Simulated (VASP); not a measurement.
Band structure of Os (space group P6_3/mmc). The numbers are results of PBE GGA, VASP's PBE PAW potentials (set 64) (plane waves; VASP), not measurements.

Unless said otherwise, spin-orbit coupling is left out, though it shifts the bands of the heavy elements here.

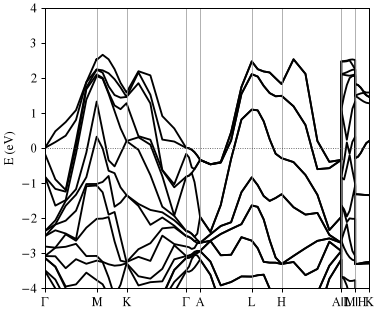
Fig. 1. Bands along high-symmetry lines, zero at the valence-band maximum or, without a gap, the Fermi level

Question: Read the plot: is there a gap, and where are the band edges?

Answer: It has no gap at this level: it comes out as a metal or semimetal.

The structure was generated: Os was put into an ordered model structure, which need not be its known phase. The cell was not relaxed at this level. VASP warned that the highest band is occupied, so more bands are needed.
